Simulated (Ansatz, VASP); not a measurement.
## Cross-check of SiC between VASP and Ansatz

Aim: how closely do two programs agree when they are given the same cell, functional and k mesh? Valence electrons are named where the data sets of a main pair hold unlike numbers.

Main program and level: Ansatz 0.2.0; plane waves, with VASP 6.6.1 beside it; band structure at r2SCAN.

**1. The structure**

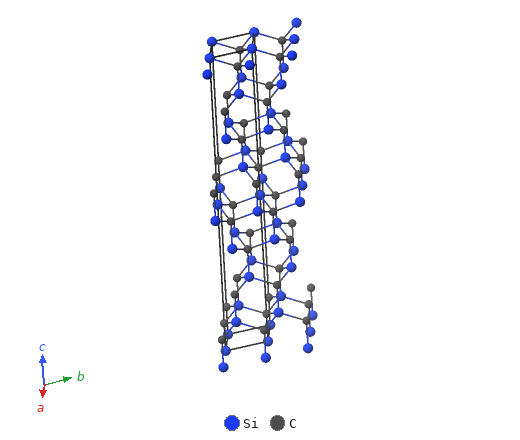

The cell as given, slightly off an axis (silicon blue, carbon dark grey). 2×2×1 cells are drawn. Bonds to atoms that aren't drawn are left out. Some periodic images of atoms are drawn too.

Structure file:

```xyz
16
Lattice="3.0790 0.0000 0.0000 -1.5395 2.6665 0.0000 0.0000 0.0000 20.1460" Properties=species:S:1:pos:R:3 pbc="T T T"
Si    0.0000    1.7777    5.0365
Si    1.5395    0.8888   15.1095
Si    0.0000    1.7777   12.5913
Si    1.5395    0.8888    2.5183
Si    0.0000    0.0000    0.0000
Si    0.0000    0.0000   10.0730
Si    0.0000    1.7777   17.6277
Si    1.5395    0.8888    7.5548
C     0.0000    1.7777   19.5215
C     1.5395    0.8888    9.4485
C     0.0000    0.0000    1.8937
C     0.0000    0.0000   11.9667
C     0.0000    1.7777    6.9302
C     1.5395    0.8888   17.0032
C     0.0000    1.7777   14.4850
C     1.5395    0.8888    4.4120
```

**2. VASP: band structure, r2SCAN**

The same path points are solved in both programs, so levels can be compared one by one.

Lines of VASP's logs that name or quote its potential files are left out, and so is its time.

Contents of INCAR:

```
SYSTEM = SiC
PREC = Accurate
ENCUT = 440
EDIFF = 1E-08
NELM = 100
ISMEAR = 0
SIGMA = 0.01
LREAL = .FALSE.
ALGO = Normal
METAGGA = R2SCAN
LASPH = .TRUE.
NBANDS = 48
LORBIT = 11
LWAVE = .TRUE.
LCHARG = .FALSE.
KPAR = 4
```

Contents of POSCAR:

```
SiC
1.0
    3.0790000000      0.0000000000      0.0000000000
   -1.5395000000      2.6664922183      0.0000000000
    0.0000000000      0.0000000000     20.1460000000
Si C
8 8
Direct
    0.3333333333      0.6666666667      0.2500000000
    0.6666666667      0.3333333333      0.7500000000
    0.3333333333      0.6666666667      0.6250000000
    0.6666666667      0.3333333333      0.1250000000
    0.0000000000      0.0000000000      0.0000000000
    0.0000000000      0.0000000000      0.5000000000
    0.3333333333      0.6666666667      0.8750000000
    0.6666666667      0.3333333333      0.3750000000
    0.3333333333      0.6666666667      0.9690000000
    0.6666666667      0.3333333333      0.4690000000
    0.0000000000      0.0000000000      0.0940000000
    0.0000000000      0.0000000000      0.5940000000
    0.3333333333      0.6666666667      0.3440000000
    0.6666666667      0.3333333333      0.8440000000
    0.3333333333      0.6666666667      0.7190000000
    0.6666666667      0.3333333333      0.2190000000
```

Contents of KPOINTS:

```
Automatic mesh
0
Gamma
6 6 1
0 0 0
```

Contents of KPOINTS_OPT:

```
Line mode
8
Line-mode
Reciprocal
  0.00000000   0.00000000   0.00000000 GAMMA
  0.50000000   0.00000000   0.00000000 M

  0.50000000   0.00000000   0.00000000 M
  0.33333333   0.33333333   0.00000000 K

  0.33333333   0.33333333   0.00000000 K
  0.00000000   0.00000000   0.00000000 GAMMA

  0.00000000   0.00000000   0.00000000 GAMMA
  0.00000000   0.00000000   0.50000000 A

  0.00000000   0.00000000   0.50000000 A
  0.50000000   0.00000000   0.50000000 L

  0.50000000   0.00000000   0.50000000 L
  0.33333333   0.33333333   0.50000000 H

  0.33333333   0.33333333   0.50000000 H
  0.00000000   0.00000000   0.50000000 A

  0.50000000   0.00000000   0.50000000 L
  0.50000000   0.00000000   0.00000000 M

  0.33333333   0.33333333   0.00000000 K
  0.33333333   0.33333333   0.50000000 H
```

Potentials, in the order of the species: Si_GW and C_GW (PBE family, release 64).

The run is started by

```sh
> mpirun -np 8 vasp_std
```

Numbers of over 12 decimals in the logs are rounded to 6 here.

Output:

```text
[banner, memory and clock lines left out]
running    8 mpi-ranks, on    1 nodes
 distrk:  each k-point on    2 cores,    4 groups
 distr:  one band on    1 cores,    2 groups

 POSCAR found type information on POSCAR SiC
 POSCAR found :  2 types and      16 ions
|                                                                             |
|           W    W    AA    RRRRR   N    N  II  N    N   GGGG   !!!           |
|           W    W   A  A   R    R  NN   N  II  NN   N  G    G  !!!           |
|           W    W  A    A  R    R  N N  N  II  N N  N  G       !!!           |
|           W WW W  AAAAAA  RRRRR   N  N N  II  N  N N  G  GGG   !            |
|           WW  WW  A    A  R   R   N   NN  II  N   NN  G    G                |
|           W    W  A    A  R    R  N    N  II  N    N   GGGG   !!!           |
|                                                                             |
|     For optimal performance we recommend to set                             |
|       NCORE = 2 up to number-of-cores-per-socket                            |
|     NCORE specifies how many cores store one orbital (NPAR=cpu/NCORE).      |
|     This setting can greatly improve the performance of VASP for DFT.       |
|     The default, NCORE=1 might be grossly inefficient on modern             |
|     multi-core architectures or massively parallel machines. Do your        |
|     Unfortunately you need to use the default for GW and RPA                |
|     calculations (for HF NCORE is supported but not extensively tested      |
|     yet).                                                                   |
|                                                                             |

|                                                                             |
|               ----> ADVICE to this user running VASP <----                  |
|                                                                             |
|     You enforced a specific xc type in the INCAR file but a different       |
|     [... a line on the potential file left out ...]
|     I HOPE YOU KNOW WHAT YOU ARE DOING!                                     |
|                                                                             |

 LDA part: xc-table for (None), standard interpolation
 POSCAR, INCAR and KPOINTS ok, starting setup
 FFT: planning ... GRIDC
 FFT: planning ... GRID_SOFT
 FFT: planning ... GRID
 WAVECAR not read
 entering main loop
       N       E                     dE             d eps       ncg     rms          rms(c)
DAV:   1     0.144330305937E+03    0.14433E+03   -0.28109E+04   880   0.118E+03
DAV:   2    -0.161995827233E+03   -0.30633E+03   -0.28204E+03  1184   0.275E+02
DAV:   3    -0.180983653213E+03   -0.18988E+02   -0.18648E+02   848   0.612E+01
DAV:   4    -0.182878282925E+03   -0.18946E+01   -0.18890E+01  1272   0.275E+01
DAV:   5    -0.182889282114E+03   -0.10999E-01   -0.10990E-01   880   0.174E+00    0.193E+01
DAV:   6    -0.154009760021E+03    0.28880E+02   -0.35012E+01   888   0.260E+01    0.681E+00
DAV:   7    -0.154489583857E+03   -0.47982E+00   -0.93762E+00  1160   0.156E+01    0.356E+00
DAV:   8    -0.154559777641E+03   -0.70194E-01   -0.44185E-01  1072   0.383E+00    0.975E-01
DAV:   9    -0.154540173331E+03    0.19604E-01   -0.74170E-02   912   0.131E+00    0.213E-01
DAV:  10    -0.154541447935E+03   -0.12746E-02   -0.30203E-02  1064   0.697E-01    0.202E-01
DAV:  11    -0.154540488277E+03    0.95966E-03   -0.37421E-03   952   0.325E-01    0.333E-02
DAV:  12    -0.154540517669E+03   -0.29392E-04   -0.23979E-04  1016   0.844E-02    0.180E-02
DAV:  13    -0.154540516664E+03    0.10054E-05   -0.55447E-05  1072   0.319E-02    0.174E-03
DAV:  14    -0.154540518179E+03   -0.15151E-05   -0.29787E-06   880   0.103E-02    0.234E-03
DAV:  15    -0.154540519307E+03   -0.11286E-05   -0.98743E-07  1136   0.520E-03    0.252E-04
DAV:  16    -0.154540519531E+03   -0.22362E-06   -0.66999E-08   848   0.153E-03    0.244E-04
DAV:  17    -0.154540519423E+03    0.10738E-06   -0.82288E-09   584   0.678E-04    0.176E-04
DAV:  18    -0.154540519357E+03    0.66047E-07   -0.28278E-09   544   0.588E-04    0.106E-04
DAV:  19    -0.154540519330E+03    0.27866E-07   -0.22414E-09   568   0.399E-04    0.359E-05
DAV:  20    -0.154540519329E+03    0.28467E-09   -0.10284E-09   528   0.340E-04
   1 F= -.15454052E+03 E0= -.15454052E+03  d E =-.634003E-45
 Start KPOINTS_OPT (optional k-point list driver)
k-point batch [1-7\72]
       N       E                     dE             ncg
DAV:   1     0.319856801367E+04   -0.28745E+04      904
DAV:   2     0.104539263472E+04   -0.21532E+04     1176
DAV:   3     0.890884022385E+03   -0.15451E+03      872
DAV:   4     0.872294782559E+03   -0.18589E+02     1256
DAV:   5     0.872168959957E+03   -0.12582E+00      912
DAV:   6     0.872159346325E+03   -0.96136E-02     1256
DAV:   7     0.872159276683E+03   -0.69642E-04      944
DAV:   8     0.872159272877E+03   -0.38062E-05     1264
DAV:   9     0.872159272812E+03   -0.65397E-07      760
DAV:  10     0.872159272810E+03   -0.19151E-08      664
[...]
k-point batch [71-72\72]
       N       E                     dE             ncg
DAV:   1     0.131935806947E+05   -0.43540E+04      248
DAV:   2     0.126548391480E+05   -0.53874E+03      328
DAV:   3     0.126282541817E+05   -0.26585E+02      256
DAV:   4     0.126260103162E+05   -0.22439E+01      320
DAV:   5     0.126259894610E+05   -0.20855E-01      280
DAV:   6     0.126259880227E+05   -0.14383E-02      336
DAV:   7     0.126259880060E+05   -0.16660E-04      264
DAV:   8     0.126259880052E+05   -0.79854E-06      344
DAV:   9     0.126259880052E+05   -0.36380E-07      208
DAV:  10     0.126259880052E+05   -0.20664E-08      184
 writing wavefunctions
```

Parts of OUTCAR (step 2):

```text
ion  position               nearest neighbor table
   1  0.333  0.667  0.250-  16 1.88  16 1.88  16 1.88  13 1.89   8 3.08   4 3.08   4 3.08   8 3.08
                             8 3.08   4 3.08
   2  0.667  0.333  0.750-  15 1.88  15 1.88  15 1.88  14 1.89   3 3.08   7 3.08   7 3.08   3 3.08
                             7 3.08   3 3.08
   3  0.333  0.667  0.625-  12 1.88  12 1.88  12 1.88  15 1.89   6 3.08   2 3.08   2 3.08   6 3.08
                             6 3.08   2 3.08
   4  0.667  0.333  0.125-  11 1.88  11 1.88  11 1.88  16 1.89   5 3.08   1 3.08   1 3.08   5 3.08
                             5 3.08   1 3.08
   5  0.000  0.000  0.000-   9 1.88   9 1.88   9 1.88  11 1.89   7 3.08   4 3.08   7 3.08   4 3.08
                             7 3.08   4 3.08
   6  0.000  0.000  0.500-  10 1.88  10 1.88  10 1.88  12 1.89   8 3.08   3 3.08   8 3.08   3 3.08
                             3 3.08   8 3.08
   7  0.333  0.667  0.875-  14 1.88  14 1.88  14 1.88   9 1.89   2 3.08   5 3.08   2 3.08   5 3.08
                             5 3.08   2 3.08
   8  0.667  0.333  0.375-  13 1.88  13 1.88  13 1.88  10 1.89   6 3.08   1 3.08   1 3.08   6 3.08
                             6 3.08   1 3.08
   9  0.333  0.667  0.969-   5 1.88   5 1.88   5 1.88   7 1.89
  10  0.667  0.333  0.469-   6 1.88   6 1.88   6 1.88   8 1.89
  11  0.000  0.000  0.094-   4 1.88   4 1.88   4 1.88   5 1.89
  12  0.000  0.000  0.594-   3 1.88   3 1.88   3 1.88   6 1.89
  13  0.333  0.667  0.344-   8 1.88   8 1.88   8 1.88   1 1.89
  14  0.667  0.333  0.844-   7 1.88   7 1.88   7 1.88   2 1.89
  15  0.333  0.667  0.719-   2 1.88   2 1.88   2 1.88   3 1.89
  16  0.667  0.333  0.219-   1 1.88   1 1.88   1 1.88   4 1.89

  LATTYP: Found a hexagonal cell.
 ALAT       =     3.0790000000
 C/A-ratio  =     6.5430334524

 Subroutine GETGRP returns: Found 12 space group operations
 (whereof  6 operations were pure point group operations)

The static configuration has the point symmetry C_3v.
 The point group associated with its full space group is C_6v.

 Found      7 irreducible k-points:

   k-points           NKPTS =      7   k-points in BZ     NKDIM =      7   number of bands    NBANDS=     48

   dimension x,y,z NGX =    24 NGY =   24 NGZ =  140
   dimension x,y,z NGXF=    48 NGYF=   48 NGZF=  280

   ENCUT  =  440.0 eV  32.34 Ry    5.69 a.u.   5.27  5.27 34.46*2*pi/ulx,y,z

   NELECT =      64.0000    total number of electrons

 k-points in reciprocal lattice and weights: Automatic mesh
   0.00000000  0.00000000  0.00000000       0.028
   0.16666667  0.00000000  0.00000000       0.167
   0.33333333  0.00000000  0.00000000       0.167
   0.50000000  0.00000000  0.00000000       0.083
   0.16666667  0.16666667  0.00000000       0.167
   0.33333333  0.16666667  0.00000000       0.333
   0.33333333  0.33333333  0.00000000       0.056

 average (electrostatic) potential at core
       1 -66.4726       2 -66.4726       3 -66.4442       4 -66.4442       5 -66.4109
       6 -66.4109       7 -66.4052       8 -66.4052       9 -46.9648      10 -46.9648
      11 -46.9902      12 -46.9902      13 -46.9478      14 -46.9478      15 -47.0440
      16 -47.0440

 E-fermi :   7.7826

 k-point     1 :       0.0000    0.0000    0.0000
  band No.  band energies     occupation
    ...
     28       7.4993      2.00000
     29       7.4993      2.00000
     30       7.6820      2.00000
     31       7.6820      2.00000
     32       7.6849      2.00000
     33      13.4591      0.00000
     34      13.5249      0.00000
     35      13.8586      0.00000
     36      14.1251      0.00000
     37      14.3430      0.00000
    ...

 k-point     2 :       0.1667    0.0000    0.0000
  band No.  band energies     occupation
    ...
     28       6.6190      2.00000
     29       7.0972      2.00000
     30       7.1388      2.00000
     31       7.3836      2.00000
     32       7.4366      2.00000
     33      12.9361      0.00000
     34      13.1671      0.00000
     35      13.1896      0.00000
     36      13.6708      0.00000
     37      13.9386      0.00000
    ...

 k-point     3 :       0.3333    0.0000    0.0000
  band No.  band energies     occupation
    ...
     28       6.1380      2.00000
     29       6.3866      2.00000
     30       6.4218      2.00000
     31       6.6254      2.00000
     32       6.8229      2.00000
     33      10.8155      0.00000
     34      10.8743      0.00000
     35      11.5192      0.00000
     36      11.8575      0.00000
     37      12.6048      0.00000
    ...

  Total       -1.3497202     -1.3497202     -2.1289635      0.0000000      0.0000000      0.0000000
  in kB      -13.0742108    -13.0742108    -20.6224362      0.0000000      0.0000000      0.0000000
  external PRESSURE =     -15.5902859 kB  Pullay stress =       0.0000000 kB

  energy-cutoff  :      440.00
  volume of cell :      165.40
      direct lattice vectors                 reciprocal lattice vectors
     3.079000000  0.000000000  0.000000000     0.324780773  0.187512267  0.000000000
    -1.539500000  2.666492218  0.000000000     0.000000000  0.375024533  0.000000000
     0.000000000  0.000000000 20.146000000     0.000000000  0.000000000  0.049637645

 POSITION                                       TOTAL-FORCE (eV/Angst)
 -----------------------------------------------------------------------------------
     -0.00000      1.77766      5.03650         0.000000      0.000000      0.080044
      1.53950      0.88883     15.10950        -0.000000     -0.000000      0.080044
     -0.00000      1.77766     12.59125        -0.000000      0.000000      0.066460
      1.53950      0.88883      2.51825         0.000000      0.000000      0.066460
      0.00000      0.00000      0.00000        -0.000000     -0.000000      0.077315
      0.00000      0.00000     10.07300         0.000000     -0.000000      0.077315
     -0.00000      1.77766     17.62775         0.000000     -0.000000      0.068611
      1.53950      0.88883      7.55475        -0.000000      0.000000      0.068611
     -0.00000      1.77766     19.52147         0.000000      0.000000     -0.088196
      1.53950      0.88883      9.44847        -0.000000      0.000000     -0.088196
      0.00000      0.00000      1.89372         0.000000      0.000000     -0.069330
      0.00000      0.00000     11.96672         0.000000      0.000000     -0.069330
     -0.00000      1.77766      6.93022         0.000000      0.000000      0.031432
      1.53950      0.88883     17.00322        -0.000000      0.000000      0.031432
     -0.00000      1.77766     14.48497         0.000000      0.000000     -0.166336
      1.53950      0.88883      4.41197        -0.000000      0.000000     -0.166336
 -----------------------------------------------------------------------------------
    total drift:                                0.000000      0.000000     -0.004585

  FREE ENERGIE OF THE ION-ELECTRON SYSTEM (eV)
  ---------------------------------------------------
  free  energy   TOTEN  =      -154.5405193293 eV

  energy  without entropy=     -154.5405193293  energy(sigma->0) =     -154.54051933

 total charge
# of ion       s       p       d       tot
------------------------------------------
    1        0.674   0.950   0.217   1.841
    2        0.674   0.950   0.217   1.841
    3        0.674   0.949   0.217   1.840
    4        0.674   0.949   0.217   1.840
    5        0.674   0.949   0.217   1.841
    6        0.674   0.949   0.217   1.841
    7        0.675   0.945   0.217   1.837
    8        0.675   0.945   0.217   1.837
    9        0.824   1.682   0.000   2.506
   10        0.824   1.682   0.000   2.506
   11        0.824   1.682   0.000   2.507
   12        0.824   1.682   0.000   2.507
   13        0.825   1.684   0.000   2.509
   14        0.825   1.684   0.000   2.509
   15        0.825   1.683   0.000   2.507
   16        0.825   1.683   0.000   2.507
--------------------------------------------------
tot         11.992  21.047   1.736  34.775

[... 3 further parts left out ...]
```

The PAW data sets were made with PBE, which is usual practice but a small mismatch for other functionals.

(Part 1 of 2 ends here.)

[Lines on the potential files, build, host, timing and source positions are cut from VASP's logs without a mark.]

[Logs are printed without paths, hosts, clocks, repeated set-up lines and the standing remarks that a program may print on its own settings, such as how far it seeks lower states.]

[Hosts, paths, dates, database ids (printed as entryN), source tags and the programs' standing remarks are cut or masked in the printed files.]
